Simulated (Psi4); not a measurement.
# CH5BS (BH2(SMe)): SVWN5/aug-cc-pVDZ

What is the energy change on altering one bond length of CH5BS (BH2(SMe)) at SVWN5/aug-cc-pVDZ? 

The calculation is run with Psi4 1.11.

## 1. Starting point

The species is CH5BS (8 atoms), meant as a singlet with charge 0. SMILES: `[H]B([H])SC`. The shape is that of a GFN2-xTB optimisation.

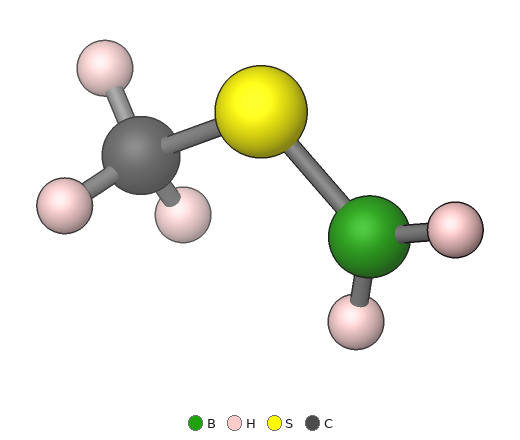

The structure, seen from a chosen angle (boron green, hydrogen pink, sulfur yellow, carbon dark grey).

## 2. Energy and forces at SVWN5/aug-cc-pVDZ

input.inp

```
memory 1600 mb

molecule {
  B      0.504820     1.076520    -1.039970
  H      1.392850     1.121670    -0.282150
  H      0.461190     1.736030    -2.001130
  S     -0.823740    -0.020990    -0.781410
  C     -0.431520    -0.855950     0.800170
  H      0.641880    -0.891960     0.946010
  H     -0.840650    -1.858890     0.749880
  H     -0.904820    -0.306430     1.608590
  units angstrom
  symmetry c1
  no_reorient
  no_com
}

set globals {
  basis aug-cc-pVDZ
  puream true
  e_convergence 1e-09
  d_convergence 1e-08
  scf_type pk
  dft_radial_points 99
  dft_spherical_points 590
}

result = gradient('scf', dft_functional={"name": "SVWN5", "x_functionals": {"LDA_X": {}}, "c_functionals": {"LDA_C_VWN": {}}})
```

Launch:

```
$ psi4 -n 1 input.inp input.out
```

input.out, shortened:

```text
[...]
  Running in c1 symmetry.
[...]
  Nuclear repulsion =   94.630001507260701
[...]
  Multiplicity = 1
[...]
  Nalpha       = 16
  Nbeta        = 16
[...]
    Number of basis functions: 118
[...]
   @RKS iter   1:  -461.61585448988808   -6.57917e-03   7.68403e-03 DIIS/ADIIS
[...]
   @RKS iter  12:  -462.10365594145361    2.27374e-13   5.42002e-09 DIIS
[...]
    Orbital Energies [Eh]
    ---------------------
    Doubly Occupied:
       1A    -87.740207     2A     -9.812602     3A     -7.657734
       4A     -6.424322     5A     -5.714172     6A     -5.708060
       7A     -5.707879     8A     -0.726763     9A     -0.601331
      10A     -0.448061    11A     -0.397555    12A     -0.393817
      13A     -0.361407    14A     -0.304028    15A     -0.274578
      16A     -0.253448
[...]
  @RKS Final Energy:  -462.10365594145361
   => Energetics <=
    Nuclear Repulsion Energy =             94.6300015072607010
    One-Electron Energy =                -824.6517720879875242
    Two-Electron Energy =                 302.8435481390763471
    DFT Exchange-Correlation Energy =     -34.9254334998030913
    Empirical Dispersion Energy =           0.0000000000000000
    VV10 Nonlocal Energy =                  0.0000000000000000
    Total Energy =                       -462.1036559414536100
[...]
 Multipole Moments:
 ------------------------------------------------------------------------------------
     Multipole            Electronic (a.u.)      Nuclear  (a.u.)        Total (a.u.)
 ------------------------------------------------------------------------------------
 L = 1.  Multiply by 2.5417464519 to convert [e a0] to [Debye]
 Dipole X            :         23.6228773          -23.6110130            0.0118643
 Dipole Y            :          0.1537786           -0.5452238           -0.3914452
 Dipole Z            :         23.0381946          -22.4503054            0.5878892
 Magnitude           :                                                    0.7063878
[...]
  -Total Gradient:
     Atom            X                  Y                   Z
    ------   -----------------  -----------------  -----------------
       1        0.009929912123     0.009054833426    -0.002515898231
       2       -0.016005463680    -0.000198972244    -0.014604882128
       3        0.002114855322    -0.011843444445     0.018159573061
       4        0.001922844893     0.004073261982    -0.003902894566
       5        0.005182020552    -0.008609869991     0.014601658296
       6       -0.013980692745    -0.000046677391    -0.001198250986
       7        0.005093969207     0.013425279527    -0.000349723808
       8        0.005736902732    -0.005860577689    -0.010188621760
[...]
```

Wall time 27 s (1 thread of Intel Xeon 6975P-C (Granite Rapids), shared host); peak memory 0.78 GiB.

## 3. The distorted shape

job.inp

```
memory 1600 MB

molecule mol {
  0 1
  B      0.73163015     2.50764767    -2.86182014
  H      2.40976364     2.59296880    -1.42974789
  H      0.64918140     3.75394095    -4.67814930
  S     -1.77898439     0.43365435    -2.37321255
  C     -0.81545462    -1.61751108     1.51210215
  H      1.21297740    -1.68556011     1.78769981
  H     -1.58859827    -3.51279300     1.41706783
  H     -1.70986199    -0.57906878     3.03979455
  units au
  symmetry c1
  no_reorient
  no_com
}

set basis aug-cc-pVDZ
set reference rks
set puream true
set e_convergence 1e-09
set d_convergence 1e-08
set scf_type pk
set dft_radial_points 99
set dft_spherical_points 590

e_tot, wfn = gradient("scf", dft_functional={"name": "SVWN5", "x_functionals": {"LDA_X": {}}, "c_functionals": {"LDA_C_VWN": {}}}, return_wfn=True)
oeprop(wfn, "LOWDIN_CHARGES", "DIPOLE", "WIBERG_LOWDIN_INDICES", title="SCF")
print_variables()
```

Launch:

```
$ psi4 -n 1 job.inp job.out
```

job.out, shortened:

```text
[...]
  Running in c1 symmetry.
[...]
  Nuclear repulsion =   85.011921104460797
[...]
  Multiplicity = 1
[...]
  Nalpha       = 16
  Nbeta        = 16
[...]
    Number of basis functions: 118
[...]
   @RKS iter   1:  -461.44528572653951   -1.59469e-01   8.50020e-03 DIIS/ADIIS
[...]
   @RKS iter  12:  -462.05259172885656   -2.24645e-10   8.86960e-09 DIIS
[...]
  @RKS Final Energy:  -462.05259172885656
   => Energetics <=
    Nuclear Repulsion Energy =             85.0119211044607965
    One-Electron Energy =                -805.4545042331608329
    Two-Electron Energy =                 293.1847786036037178
    DFT Exchange-Correlation Energy =     -34.7947872037602650
    Empirical Dispersion Energy =           0.0000000000000000
    VV10 Nonlocal Energy =                  0.0000000000000000
    Total Energy =                       -462.0525917288565552
[...]
  -Total Gradient:
     Atom            X                  Y                   Z
    ------   -----------------  -----------------  -----------------
       1        0.010845749606     0.016018139842    -0.010937426927
       2       -0.016609965349    -0.002299512316    -0.013071152698
       3        0.002983341627    -0.012203125697     0.019766983594
       4       -0.009637458045     0.027634632261    -0.049928036131
       5        0.010478854539    -0.020232600423     0.036036891591
       6       -0.015508187618    -0.005565542906     0.008998143896
       7        0.008300245064     0.010700585113     0.010770462458
       8        0.009156575274    -0.014048049798    -0.001631150736
[...]
 Multipole Moments:
 ------------------------------------------------------------------------------------
     Multipole            Electronic (a.u.)      Nuclear  (a.u.)        Total (a.u.)
 ------------------------------------------------------------------------------------
 L = 1.  Multiply by 2.5417464519 to convert [e a0] to [Debye]
 Dipole X            :         28.8135930          -28.7248650            0.0887280
 Dipole Y            :        -10.7119758           10.3411293           -0.3708464
 Dipole Z            :         43.6982118          -43.0712236            0.6269882
 Magnitude           :                                                    0.7338350
[...]
```

Run time: 27 s. Hardware: 1 thread of Intel Xeon 6975P-C (Granite Rapids), shared host; peak memory 0.78 GiB.

## 4. Outcome

Level: SVWN5/aug-cc-pVDZ.

```
                                                         quantity          value
                                        first shape: total energy  -462.10366 Eh
                                       first shape: dipole moment         1.80 D
                                         first shape: HOMO energy       -6.90 eV
                                         first shape: LUMO energy       -2.24 eV
                                       first shape: HOMO–LUMO gap        4.65 eV
                            first shape: largest force on an atom     1.120 eV/Å
                                    distorted shape: total energy  -462.05259 Eh
                                   distorted shape: dipole moment         1.87 D
                                     distorted shape: HOMO energy       -7.09 eV
                                     distorted shape: LUMO energy       -3.33 eV
                                   distorted shape: HOMO–LUMO gap        3.76 eV
                        distorted shape: largest force on an atom     2.976 eV/Å
energy change with the S4–C5 bond stretched from 1.831 to 2.380 Å       1.390 eV
```

In words: With the S4–C5 bond stretched from 1.831 to 2.380 Å the energy rises by 1.39 eV (32 kcal/mol). The first shape isn't relaxed at this level, so the change isn't measured from a minimum. The largest force (first shape) is 1.12 eV/Å: the shape isn't a stationary point for this species at this level.
